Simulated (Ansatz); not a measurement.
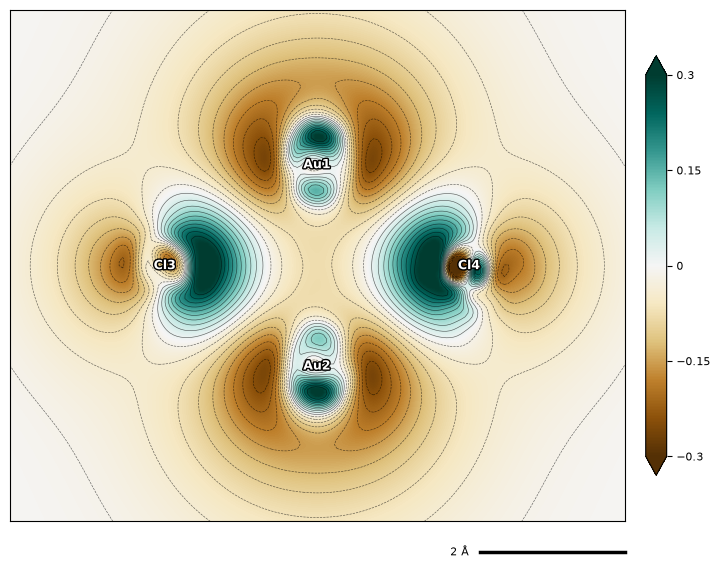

Au$_{2}$Cl$_{2}$. One frontier orbital on the molecular plane (values in Å⁻³ᐟ²; the overall sign is arbitrary).

Geometry: PBE0-D4/def2-SVP; core potentials replace the inner electrons of Au.

These are results of Ansatz, RKS PBE0-D4/def2-TZVP, not measurements.

**Which orbital is it: HOMO or LUMO?**

The LUMO, at −3.52 eV. By Hirshfeld shares it lies mainly on Au1 (about 35 %), Au2 (about 35 %), Cl3 (about 15 %) and Cl4 (about 15 %); it is symmetric in the molecular plane (an in-plane orbital: σ, lone-pair or in-plane π type); it is gerade (even under inversion).
